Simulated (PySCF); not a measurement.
System: C$_{4}$H$_{3}$F$_{2}$···F (SMILES [CH2]C=C=C(F)F.[F-]) (charge −1, doublet).

The calculation's input:

```
{"job": {"kind": "sp", "xc": "PBE0", "basis": "ma-def2-TZVP", "d3": "d3bj", "grid": 2}, "charge": -1, "multiplicity": 2}
C      1.544412    -0.267838     0.575006
C      1.033362     0.133425    -0.633828
C     -0.289533     0.315763    -0.977808
C     -1.453522     0.162305    -0.255376
F     -1.537204    -0.322819     1.334415
F     -2.322450    -0.771580    -0.740484
F     -2.198869     1.295539    -0.103608
H      0.894059    -0.486197     1.402082
H      2.608043    -0.376693     0.737469
H      1.757232     0.336710    -1.427980
```

Launched as:

```sh
OMP_NUM_THREADS=1 python redox_run.py task.json out
```

Geometry: GFN2-xTB.

Level of theory: PySCF 2.14.0, density-fitted response routines, DFT single point, gas phase, functional PBE0.

What will maps of the electron density, electron localisation function and spin density show?

Answer. C4···F5 (1.66 Å): the density falls to about 0.96 e/Å³ on the way; the ELF peaks at about 0.80 between the atoms.
C–C (1.37 Å): ρ at the midpoint is about 2.2 e/Å³; the ELF peaks at about 0.95 between the atoms: a covalent bond.
C–H (1.07 Å): ρ is about 2.1 e/Å³ halfway; the ELF climbs to about 1 towards the hydrogen, as it does in any bond to H: an ordinary covalent bond to hydrogen.
The unpaired spin (1 electron) lies mostly on C3 (about 0.4) and C1 (about 0.4), in electrons by Hirshfeld's partition.

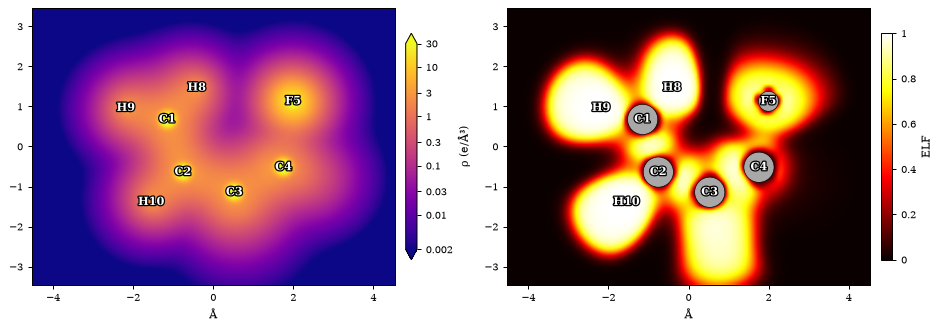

Computed electron density and electron localisation function on the plane of atoms C2, C1 and H8, in this order. Grey discs cover the atomic cores in the ELF map. 
